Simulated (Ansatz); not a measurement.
The starting structures come from a database of crystals and need not be the phases stable at ambient conditions.

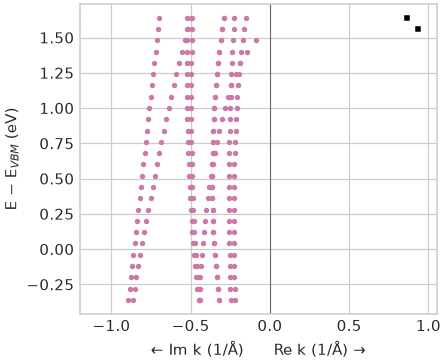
Fig. 1. Complex bands at the centre of the two-dimensional zone; PBEsol (Ansatz, a quantum-chemistry and plane-wave program)

The gap is the functional's own. No spin-orbit coupling. Mid-gap values are interpolated on the energy grid.

**Question.** This is GaS (R-3m, not sure to be the ambient phase, 4 atoms a cell, 21.6 Å³ an atom) along the normal of (101). Read off the slowest decay at the centre of the two-dimensional zone at 0.68 eV, the computed energy nearest the middle of the gap.

**Answer.** κ ≈ 0.22 1/Å, a decay length 1/(2κ) of the density of 2.2 Å.
